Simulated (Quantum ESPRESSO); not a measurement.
# MnO (Manganosite): which magnetic order is lowest

Does MnO (Manganosite) prefer parallel or opposed moments?

Method: PBEsol with U = 4 eV on Mn d (ortho-atomic projectors); plane waves with GBRV 1.5 PBEsol potentials, no spin-orbit coupling, in Quantum ESPRESSO 7.5.

**1. The starting structure**

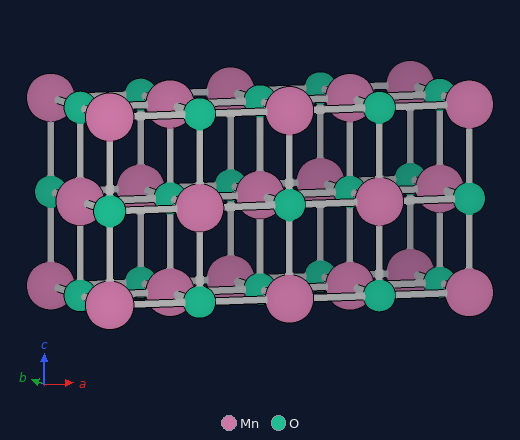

The cell as given, slightly off an axis (manganese pink, oxygen teal). 2×1×1 cells are drawn. This picture shows the conventional cell, with its axes. Some periodic images of atoms are drawn too.

The cell comes from the Crystallography Open Database.

**2. Run 1 (ferro +)**

The signs are those of the starting moments on the seeded atoms, the atoms that are given a moment.

pw.in

```
&CONTROL
  calculation = 'scf'
  prefix = 'pwscf'
  outdir = './tmp'
  pseudo_dir = './pseudo'
  disk_io = 'nowf'
/
&SYSTEM
  ibrav = 0
  celldm(1) = 8
  nat = 2
  ntyp = 2
  ecutwfc = 40
  ecutrho = 280
  nbnd = 19
  occupations = 'smearing'
  smearing = 'fd'
  degauss = 0.00367493
  nspin = 2
  starting_magnetization(1) = 0.3
  starting_magnetization(2) = 0
/
&ELECTRONS
  conv_thr = 4d-09
  electron_maxstep = 150
  mixing_beta = 0.3
/
ATOMIC_SPECIES
Mn     54.9380 mn_pbesol_v1.5.uspp.F.UPF
O      15.9990 o_pbesol_v1.2.uspp.F.UPF
CELL_PARAMETERS alat
   0.0000000000000    0.5251076468804    0.5251076468804
   0.5251076468804    0.0000000000000    0.5251076468804
   0.5251076468804    0.5251076468804    0.0000000000000
ATOMIC_POSITIONS crystal
Mn      0.0000000000    0.0000000000    0.0000000000
O       0.5000000000    0.5000000000    0.5000000000
K_POINTS automatic
8 8 8 0 0 0
HUBBARD {ortho-atomic}
U Mn-3d 4.0000
```

Launch:

```sh
OMP_NUM_THREADS=1 mpirun -n 4 pw.x -nk 4 -in pw.in > pw.out
```

Output:

```text
Program PWSCF v.7.5 starts

     Message from routine setup:
     using ibrav=0 with symmetry is DISCOURAGED, use correct ibrav instead

     K-points division:     npool     =       4
     Subspace diagonalization in iterative solution of the eigenvalue problem:

     G-vector sticks info
     --------------------
     sticks:   dense  smooth     PW     G-vecs:    dense   smooth      PW
     Sum         673     379    121                11791     5029     941

     Using Slab Decomposition

     bravais-lattice index     =            0
     lattice parameter (alat)  =       8.0000  a.u.
     unit-cell volume          =     148.2672 (a.u.)^3
     number of atoms/cell      =            2
     number of atomic types    =            2
     number of electrons       =        21.00
     number of Kohn-Sham states=           19
     kinetic-energy cutoff     =      40.0000  Ry
     charge density cutoff     =     280.0000  Ry
     scf convergence threshold =      4.0E-09
     mixing beta               =       0.3000
     number of iterations used =            8  plain     mixing
     Exchange-correlation= SLA  PW   PSX  PSC
                           (   1   4  10   8   0   0   0)
     Hubbard projectors: ortho-atomic
     Hubbard parameters of DFT+U (Dudarev formulation) in eV:
     U(Mn-3d) =  4.0000

     Internal variables: lda_plus_u =T, lda_plus_u_kind = 0

     Internal variables: orbital_resolved =F, hub_pot_fix =F, apply_U = F

     celldm(1)=   8.000000  celldm(2)=   0.000000  celldm(3)=   0.000000
     celldm(4)=   0.000000  celldm(5)=   0.000000  celldm(6)=   0.000000

     crystal axes: (cart. coord. in units of alat)
               a(1) = (   0.000000   0.525108   0.525108 )
               a(2) = (   0.525108   0.000000   0.525108 )
               a(3) = (   0.525108   0.525108   0.000000 )

     reciprocal axes: (cart. coord. in units 2 pi/alat)
               b(1) = ( -0.952186  0.952186  0.952186 )
               b(2) = (  0.952186 -0.952186  0.952186 )
               b(3) = (  0.952186  0.952186 -0.952186 )

     PseudoPot. # 1 for Mn read from file:
     mn_pbesol_v1.5.uspp.F.UPF
     Pseudo is Ultrasoft + core correction, Zval = 15.0
     Generated by new atomic code, or converted to UPF format
     Using radial grid of  859 points,  6 beta functions with:
                l(1) =   0
                l(2) =   0
                l(3) =   1
                l(4) =   1
                l(5) =   2
                l(6) =   2
     Q(r) pseudized with  8 coefficients,  rinner =    0.950   0.950   0.950
                                                       0.950   0.950

     PseudoPot. # 2 for O  read from file:
     o_pbesol_v1.2.uspp.F.UPF
     Pseudo is Ultrasoft + core correction, Zval =  6.0
     Generated by new atomic code, or converted to UPF format
     Using radial grid of  737 points,  5 beta functions with:
                l(1) =   0
                l(2) =   0
                l(3) =   1
                l(4) =   1
                l(5) =   2
     Q(r) pseudized with  8 coefficients,  rinner =    0.900   0.900   0.900
                                                       0.900   0.900

     atomic species   valence    mass     pseudopotential
     Mn               15.00    54.93800     Mn( 1.00)
     O                 6.00    15.99900     O ( 1.00)

     Starting magnetic structure
     atomic species   magnetization
     Mn              0.300
     O               0.000

     48 Sym. Ops., with inversion, found

   Cartesian axes

     site n.     atom                  positions (alat units)
         1        Mn     tau(   1) = (   0.0000000   0.0000000   0.0000000  )
         2        O      tau(   2) = (   0.5251076   0.5251076   0.5251076  )

     number of k points=    29  Fermi-Dirac smearing, width (Ry)=  0.0037
                       cart. coord. in units 2pi/alat
        k(    1) = (   0.0000000   0.0000000   0.0000000), wk =   0.0019531
        k(    2) = (   0.1190232   0.1190232  -0.1190232), wk =   0.0156250
        k(    3) = (   0.2380464   0.2380464  -0.2380464), wk =   0.0156250
        k(    4) = (   0.3570696   0.3570696  -0.3570696), wk =   0.0156250
        k(    5) = (  -0.4760929  -0.4760929   0.4760929), wk =   0.0078125
        [... 24 further k-points ...]

     Dense  grid:    11791 G-vectors     FFT dimensions: (  32,  32,  32)

     Smooth grid:     5029 G-vectors     FFT dimensions: (  24,  24,  24)

     Check: negative core charge=   -0.000053
     Generating pointlists ...
     new r_m :   0.2166 (alat units)  1.7329 (a.u.) for type    1
     new r_m :   0.2166 (alat units)  1.7329 (a.u.) for type    2

     Initial potential from superposition of free atoms

     starting charge      20.4999, renormalised to      21.0000

     STARTING HUBBARD OCCUPATIONS:

     =================== HUBBARD OCCUPATIONS ===================
     ------------------------ ATOM    1 ------------------------
     Tr[ns(  1)] (up, down, total) =   5.00000  0.00000  5.00000
     Atomic magnetic moment for atom   1 =   5.00000
     [... lines left out ...]
     Number of occupied Hubbard levels =    5.0000

     Atomic wfc used for Hubbard projectors are orthogonalized

     Starting wfcs are   17 randomized atomic wfcs +    2 random wfcs

     Self-consistent Calculation

     iteration #  1     ecut=    40.00 Ry     beta= 0.30
     Davidson diagonalization with overlap
     ethr =  1.00E-02,  avg # of iterations =  4.8

     =================== HUBBARD OCCUPATIONS ===================
     ------------------------ ATOM    1 ------------------------
     Tr[ns(  1)] (up, down, total) =   4.87159  0.13411  5.00570
     Atomic magnetic moment for atom   1 =   4.73748
     [... lines left out ...]
     Number of occupied Hubbard levels =    5.0057

     total energy              =    -243.16810524 Ry
     estimated scf accuracy    <       0.55942033 Ry

     total magnetization       =     5.00 Bohr mag/cell
     absolute magnetization    =     5.00 Bohr mag/cell

     iteration #  2     ecut=    40.00 Ry     beta= 0.30
     Davidson diagonalization with overlap
     ethr =  2.66E-03,  avg # of iterations =  1.6

     total energy              =    -243.27537950 Ry
     estimated scf accuracy    <       0.02924979 Ry

     total magnetization       =     5.00 Bohr mag/cell
     absolute magnetization    =     5.00 Bohr mag/cell

     iteration #  3     ecut=    40.00 Ry     beta= 0.30
     Davidson diagonalization with overlap
     ethr =  1.39E-04,  avg # of iterations =  2.2

     negative rho (up, down):  0.000E+00 2.505E-04

     total energy              =    -243.28104362 Ry
     estimated scf accuracy    <       0.01219383 Ry

     total magnetization       =     5.00 Bohr mag/cell
     absolute magnetization    =     5.00 Bohr mag/cell

     [... further iterations left out ...]

     iteration #  8     ecut=    40.00 Ry     beta= 0.30
     Davidson diagonalization with overlap
     ethr =  3.85E-09,  avg # of iterations =  1.6

     negative rho (up, down):  0.000E+00 5.563E-04

     total energy              =    -243.28257776 Ry
     estimated scf accuracy    <       0.00000035 Ry

     total magnetization       =     5.00 Bohr mag/cell
     absolute magnetization    =     5.00 Bohr mag/cell

     iteration #  9     ecut=    40.00 Ry     beta= 0.30
     Davidson diagonalization with overlap
     ethr =  1.67E-09,  avg # of iterations =  2.0

     negative rho (up, down):  0.000E+00 5.563E-04

     total energy              =    -243.28257804 Ry
     estimated scf accuracy    <       0.00000001 Ry

     total magnetization       =     5.00 Bohr mag/cell
     absolute magnetization    =     5.00 Bohr mag/cell

     iteration # 10     ecut=    40.00 Ry     beta= 0.30
     Davidson diagonalization with overlap
     ethr =  5.09E-11,  avg # of iterations =  2.0

     negative rho (up, down):  0.000E+00 5.562E-04

     total energy              =    -243.28257806 Ry
     estimated scf accuracy    <       0.00000002 Ry

     total magnetization       =     5.00 Bohr mag/cell
     absolute magnetization    =     5.00 Bohr mag/cell

     iteration # 11     ecut=    40.00 Ry     beta= 0.30
     Davidson diagonalization with overlap
     ethr =  5.09E-11,  avg # of iterations =  2.0

     negative rho (up, down):  0.000E+00 5.560E-04

     Magnetic moment per site  (integrated on atomic sphere of radius R)
     atom   1 (R=0.217)  charge= 12.5758  magn=  4.2808
     atom   2 (R=0.217)  charge=  5.9602  magn=  0.1783

     End of self-consistent calculation

     =================== HUBBARD OCCUPATIONS ===================
     ------------------------ ATOM    1 ------------------------
     Tr[ns(  1)] (up, down, total) =   4.96945  0.25088  5.22034
     Atomic magnetic moment for atom   1 =   4.71857
     [... lines left out ...]
     Number of occupied Hubbard levels =    5.2203

     [... lines left out ...]
     the Fermi energy is    12.7405 ev

!    total energy              =    -243.28257808 Ry
     estimated scf accuracy    <          4.6E-11 Ry
     smearing contrib. (-TS)   =      -0.00003237 Ry
     internal energy E=F+TS    =    -243.28254572 Ry

     The total energy is F=E-TS. E is the sum of the following terms:
     one-electron contribution =    -109.40878123 Ry
     hartree contribution      =      65.66095782 Ry
     xc contribution           =     -33.79790796 Ry
     ewald contribution        =    -165.77564249 Ry
     Hubbard energy            =       0.03882815 Ry

     total magnetization       =     5.00 Bohr mag/cell
     absolute magnetization    =     5.00 Bohr mag/cell

     convergence has been achieved in  11 iterations

=------------------------------------------------------------------------------=
   JOB DONE.
=------------------------------------------------------------------------------=
```

Run time: 4.8 s. Hardware: 4 MPI ranks of Arm Neoverse V1, shared host; peak memory 0.26 GiB; 19 s of CPU time.

Spin moment in the atom's sphere by atom:

```csv
atom,spin moment in the atom's sphere (μB)
Mn1,4.28
O2,0.18
```

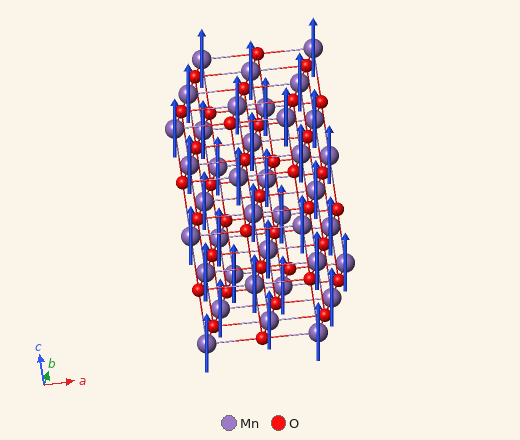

Spin moment in the atom's sphere as arrows, the longest 4.28 μB. Up and down stand for the sign. Arrows give size and sign along the axis of quantisation, drawn up and down the page. 1×2×2 conventional cells are drawn. Some periodic images of atoms are drawn too.

Read from the output:

```yaml
smearing_term_ts: 4.40e-4 eV
magnetization: 5 μB
absolute_magnetization: 5 μB
final_state: ferromagnetic
```

(Continued in part 2 of 2.)

[Logs and program files are shortened in this print: banners, set-up blocks, solver, clock and traceback lines can be left out without a mark of their own.]

[Logs are printed without paths, hosts, clocks, repeated set-up lines and the standing remarks that a program may print on its own settings, such as how far it seeks lower states.]

[Hosts, paths, dates, database ids (printed as entryN), source tags and the programs' standing remarks are cut or masked in the printed files.]

[Where a cell is said to come from a database of computed structures, the database is the Materials Project.]
